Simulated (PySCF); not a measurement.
# C4H6, triplet, SMILES `[CH]1C[CH]C1`: electronic structure

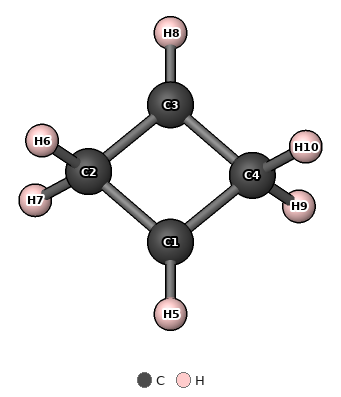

The molecule, with its atoms numbered as below. No frequency check shows the geometry to be a minimum.

Geometry (Å), atoms numbered from 1:

```
C1      -0.0000   -1.0207   -0.0000
C2      -1.0876    0.0000    0.0000
C3      -0.0000    1.0207    0.0000
C4       1.0875    0.0000    0.0000
H5       0.0002   -2.0908    0.0001
H6      -1.7517   -0.0000    0.8789
H7      -1.7517    0.0000   -0.8789
H8       0.0002    2.0908   -0.0001
H9       1.7517   -0.0000   -0.8789
H10      1.7517    0.0000    0.8789
```

Part 1: Bonding charge

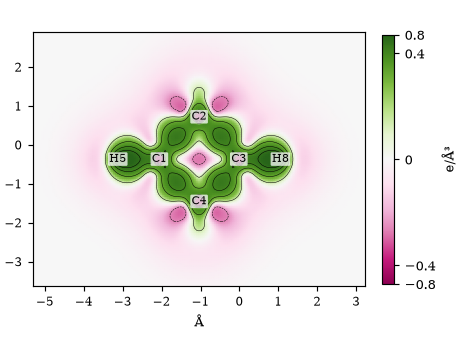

Deformation density (molecule less spherical, spin-averaged free atoms) in the plane of C1, C2, C3, C4, H5 and H8; colour scale in e/Å³, logarithmic beyond ±0.1; green: gain, pink: loss.

PySCF calculation, PBE0/cc-pVTZ, gas phase; geometry: GFN2-xTB. The stability of the open-shell solution wasn't checked. GFN2-xTB doesn't know the spin state, so this open-shell geometry is rough.

Q: Describe the bonding that the map shows.

A: C1–H5 and C3–H8: +0.80 e/Å³ at the bond critical point (bond length 1.07 Å, Mayer order 1.0). C1–C2, C2–C3, C1–C4 and C3–C4: +0.52 e/Å³ at the bond critical point (bond length 1.49 Å, Mayer order 1.0). In all, 2.1 electrons gather in the regions of gain relative to the promolecule.

Q: Where do the Hirshfeld charges lie?

A: The highest Hirshfeld charge is on H6, H7, H9 and H10 (+0.04 e), the lowest on C2 and C4 (−0.09 e).

```csv
atom,charge (e)
C1,−0.03
C2,−0.09
C3,−0.03
C4,−0.09
H5,+0.04
H6,+0.04
H7,+0.04
H8,+0.04
H9,+0.04
H10,+0.04
```

Part 2: Bond critical points

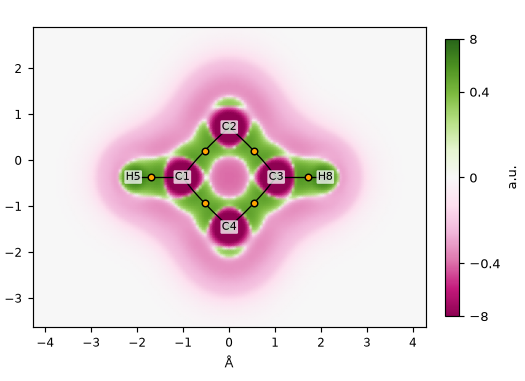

Negative Laplacian of the density (−∇²ρ) in the plane of C1, C2, C3, C4, H5 and H8 (green positive, pink negative, colour scale in a.u., logarithmic beyond ±0.04), with bond paths and bond critical points (dots).

Q: Sort the bonds in the plane by the sign of ∇²ρ at their critical points.

A: Concentrated (∇²ρ < 0): C1–H5 and C3–H8 (−1.17 a.u.); C1–C2, C2–C3, C1–C4 and C3–C4 (−0.69 a.u.). At none is it depleted.

Q: Where along C1–H5 does the critical point lie?

A: 0.69 Å from C1 and 0.38 Å from H5.

Part 3: Electrostatic potential

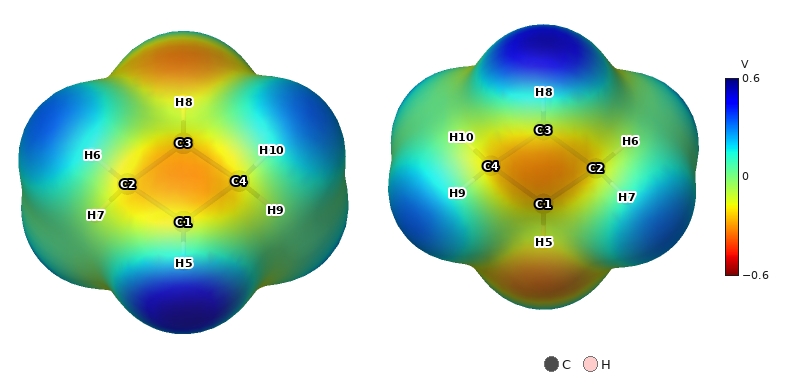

Electrostatic potential on the surface of electron density 0.001 a.u. (back view left, front view right).

Q: Where are the extremes of the potential on the surface?

A: Highest: 0.52 V, 1.3 Å from H5, and at like points elsewhere. Further maxima include 0.35 V, 1.4 Å from H10, and at like points elsewhere. Lowest: −0.32 V, over C1, off the plane of its three bonds (2.0 Å), and at like points elsewhere. The surface is sampled at points, so like sites can differ by a few per cent and only the strongest of them is named.

Q: What volume does the surface enclose, and what is the dipole moment?

A: About 91 Å³; the dipole moment is 0.0 D.

Part 4: Spin density

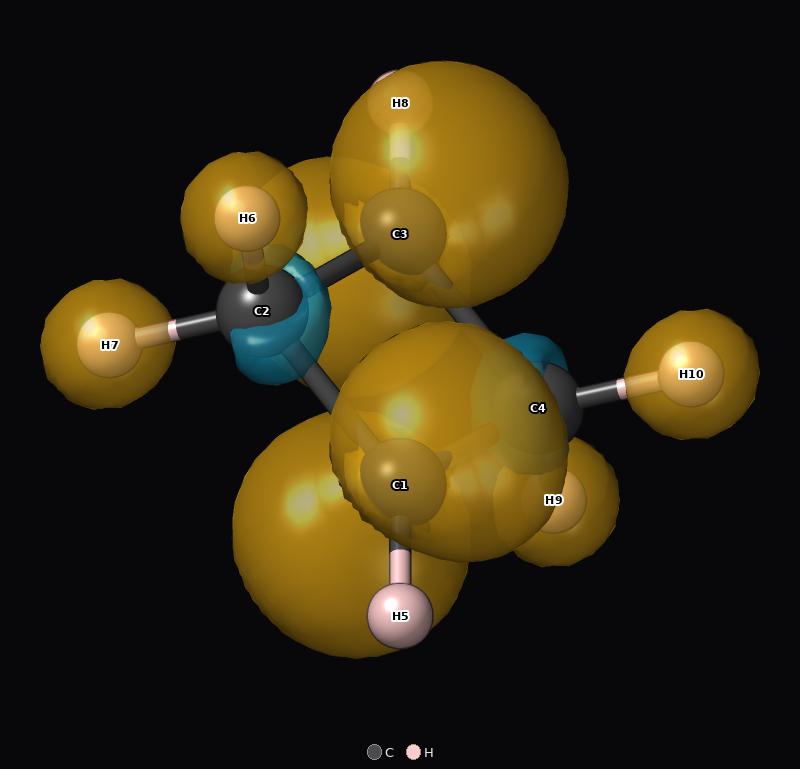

Spin density ρα − ρβ at ±0.05 e/Å³ (yellow: excess α, teal: excess β).

Q: Give the atomic spin populations that go with this picture.

A: Hirshfeld spin populations: C1 and C3 +0.71, C2 and C4 +0.10, H6, H7, H9 and H10 +0.07 and H5 and H8 +0.05. ⟨S²⟩ = 2.01, against 2.00 for a pure state. The picture also shows regions of β spin from spin polarisation; the Hirshfeld sums, whose atoms overlap, net them against the α spin of neighbours.

Part 5: In an electric field

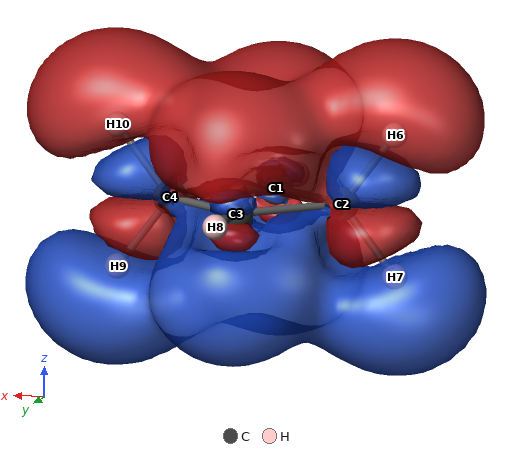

Change of the electron density in a uniform field of 0.51 V/Å, surfaces at ±0.0015 e/Å³ (blue: gain, red: loss).

Method: BP86/6-31+G*; geometry: GFN2-xTB; program: PySCF. The basis has diffuse s and p functions alone, which still leaves polarisabilities too small, most of all across bonds. The stability of the open-shell solution wasn't checked. GFN2-xTB doesn't know the spin state, so this open-shell geometry is rough.

The field was applied in both directions; the picture shows the one opposite to the script's first.

Q: Along which Cartesian direction does the field point?

A: Along +z: electrons gather on the −z side, against the field.

Q: What dipole is induced, and what polarisability does it imply?

A: The induced dipole is 0.96 D (along the field); α along this axis, from the fields in both directions, is 38 bohr³ (5.6 Å³).

The PySCF runs shown took 43 s and 28 s on 1 thread of Arm Neoverse V2, on a shared host.
